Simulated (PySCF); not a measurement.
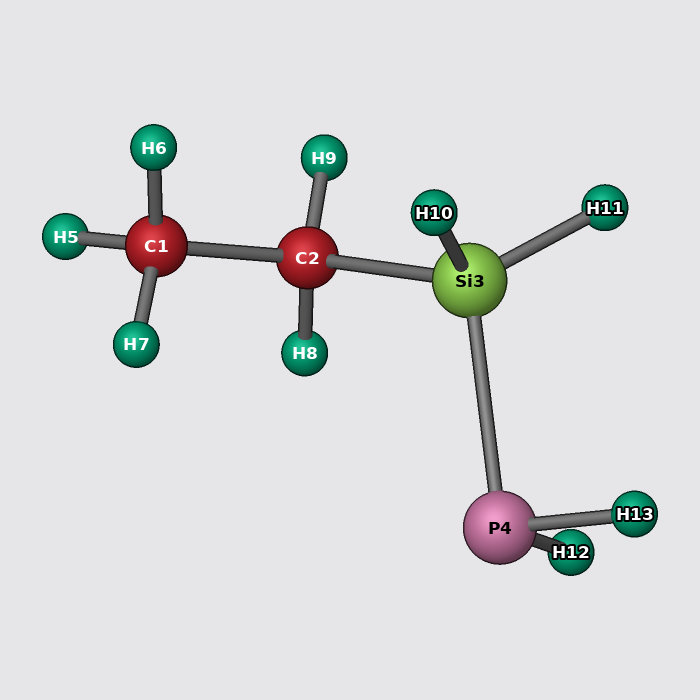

The questions are on isotropic NMR shieldings of the H atoms. Geometry: a distorted geometry made from a computed GFN2-xTB structure, not a minimum. Level of theory: GIAO PBE0/pcSseg-1 NMR shielding, non-relativistic, gas phase (PySCF 2.14.0).

Which H atom is the most shielded (lowest chemical shift)?

Answer. H8 (31.13 ppm).

Which H atom is the least shielded (highest chemical shift)?

Answer. H11 (26.97 ppm).

How wide is the range of H shifts?

Answer. 4.16 ppm.

Give the isotropic NMR shieldings of the H atoms atom by atom.

| atom | σ (ppm) |
| --- | --- |
| H5 | 30.31 |
| H6 | 30.74 |
| H7 | 30.48 |
| H8 | 31.13 |
| H9 | 30.66 |
| H10 | 27.74 |
| H11 | 26.97 |
| H12 | 30.81 |
| H13 | 30.68 |
